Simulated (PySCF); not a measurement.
SMILES [CH3][Zn][N](C)C (C₃H₉NZn), singlet at its CAM-B3LYP/def2-SVP optimised geometry (Å):

```
14

Zn    -0.4735    -0.0003     0.0000
C     -2.4004     0.0006     0.0000
H     -2.8057    -0.9698    -0.3248
H     -2.7926     0.7704    -0.6826
H     -2.8004     0.2135     1.0032
N      1.3453    -0.0003     0.0000
C      2.1419     0.7503    -0.9316
C      2.1393    -0.7519     0.9332
H      2.8057     1.4875    -0.4295
H      2.8076     0.1028    -1.5430
H      1.5137     1.3174    -1.6378
H      2.8053    -1.4875     0.4318
H      2.8022    -0.1053     1.5485
H      1.5089    -1.3210     1.6359
```

Computed with CAM-B3LYP/def2-TZVP (PySCF). Cells within 0.4 Å of a nucleus heavier than hydrogen are left out (blank, or x).

Map of the electrostatic potential (hartree/e), clipped to [-0.08, 0.12] on the plane z = 0.0 Å:

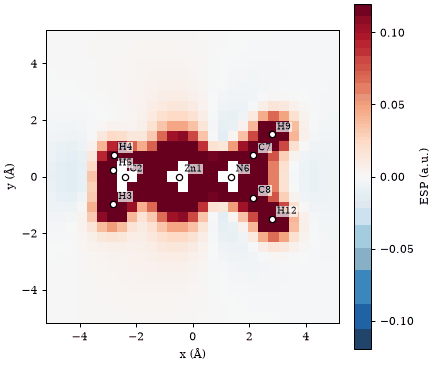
Figure. Electrostatic potential (hartree/e), clipped to [-0.08, 0.12] on the plane z = 0.0 Å.
